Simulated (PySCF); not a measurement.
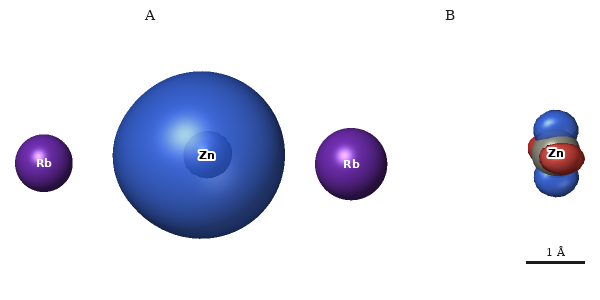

*RbZn (charge +1). Two frontier orbitals, each drawn at the value that holds 80 % of its norm (blue and red are the two phases), in no order; of a degenerate pair one member is drawn.*

Core potentials replace the inner electrons of Rb.

These are results of PBE0/def2-SVP, non-relativistic Hamiltonian with scalar-relativistic core potentials where named, at a bond length of 3.700 Å in PySCF, not measurements.

> Label each orbital by symmetry, say whether it is occupied, and order them by energy.

Orbital B: δ, occupied, −16.52 eV; almost wholly on Zn.
Orbital A: σ, occupied, −10.27 eV; mainly on Zn (90 %).
